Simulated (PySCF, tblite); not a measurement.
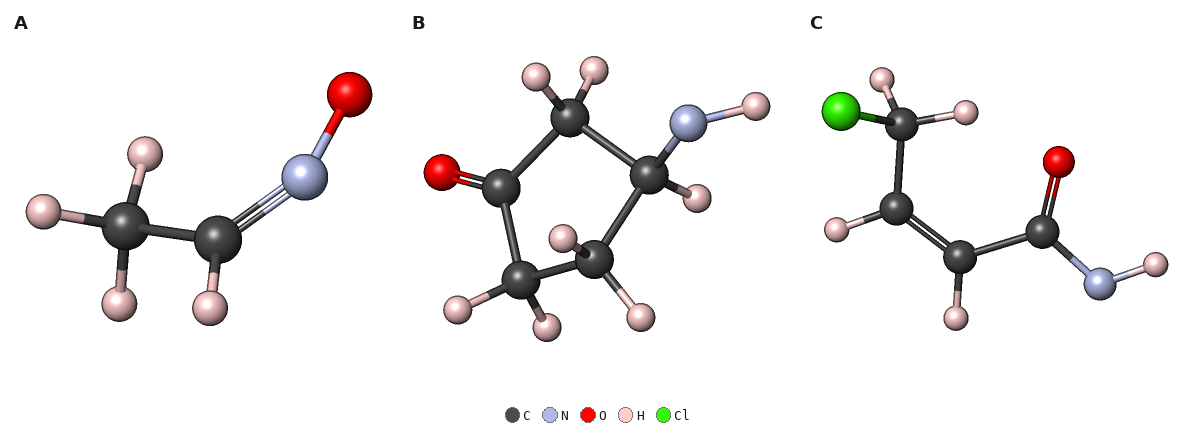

Source: calculation with PySCF and tblite.

```xyz
8
charge 0, multiplicity 2
C    -0.8761   -0.0706   -0.1509
C     0.5279   -0.4036    0.2713
N     1.5126    0.3608    0.1543
O     1.7985    1.4774   -0.2495
H    -0.9105    0.9316   -0.5699
H    -1.2155   -0.7866   -0.8978
H    -1.5424   -0.1265    0.7085
H     0.7147   -1.3730    0.7095
```

**Which panel shows the molecule in this file?**

A. The file holds C2H4NO, `C/C=N\[O]`.
